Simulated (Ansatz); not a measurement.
# C₂H₅NSi: small, medium and large basis sets

How large a basis does C₂H₅NSi need? Two functionals are run in growing sets.

Program: Ansatz 0.2.0, Gaussian basis. Level of theory: one geometry, several basis sets. These are calculated values, not measurements.

Levels to be run: PBE0-D4/def2-SVP; ωB97M-V/def2-SVP; PBE0-D4/def2-QZVPP; ωB97M-V/def2-QZVPP; the functionals' def2-TZVPP values are taken from earlier runs.

**1. The geometry**

The geometry comes from an earlier relaxation with PBE0-D4 in a triple-zeta def2 set; it is a stationary point, not always the lowest conformer.

SMILES `N=C=C[SiH3]`, 9 atoms, charge 0, spin multiplicity 1.

Atoms are counted from 1 here; the program's logs count them from 0.

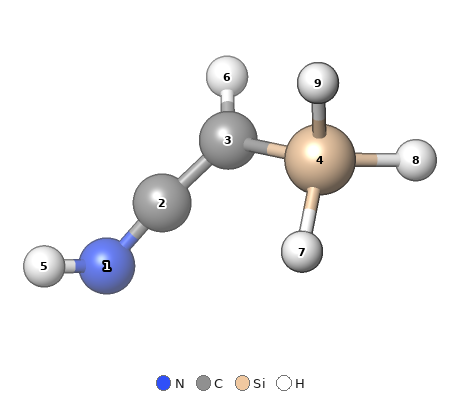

The geometry (nitrogen blue, carbon grey, silicon light orange, hydrogen white); atoms are numbered from 1 in the order of the file.

**2. PBE0-D4 in def2-SVP**

Input file in.yaml:

```yaml
crystal:
  periodic: [false, false, false]
  atoms:
    - {symbol: N, position_ang: [0.336327, 0.852558, -2.253733]}
    - {symbol: C, position_ang: [0.485740, 0.660269, -1.063641]}
    - {symbol: C, position_ang: [0.690758, 0.331455, 0.184885]}
    - {symbol: Si, position_ang: [-0.445944, -0.834161, 1.061496]}
    - {symbol: H, position_ang: [-0.241366, 1.638155, -2.537959]}
    - {symbol: H, position_ang: [1.547733, 0.771094, 0.685734]}
    - {symbol: H, position_ang: [-1.518649, -1.245716, 0.121185]}
    - {symbol: H, position_ang: [0.290326, -2.037141, 1.533310]}
    - {symbol: H, position_ang: [-1.056523, -0.182914, 2.251621]}
basis:
  gaussian: {orbitals: def2-SVP}
hamiltonian: {xc: pbe0, dispersion: d4}
output: {orbitals: {seedname: orbitals}}
```

Launch:

```
$ ansatz run in.yaml --threads 2 --pin off --events-out ev --progress --plain --max-ram 4352MiB
```

After this run come: ωB97M-V in def2-SVP; PBE0-D4 in def2-QZVPP; ωB97M-V in def2-QZVPP.

Before running them: what should the planned runs give, taken together? Wanted: PBE0-D4: double and triple zeta above quadruple; ωB97M-V: double and triple zeta above quadruple.

The runs gave:

| quantity | value |
| --- | --- |
| PBE0-D4: double and triple zeta above quadruple | 7.36, 0.47 eV |
| ωB97M-V: double and triple zeta above quadruple | 7.54, 0.43 eV |

In words: PBE0-D4 gains 6.89 eV from double to triple zeta, then 0.47 eV more. Total energies overstate the basis error of differences, where much of it tends to cancel. The LUMO of ωB97M-V is positive and keeps falling with the basis (2.27 to 1.45 eV): an unbound level that the basis holds in place.
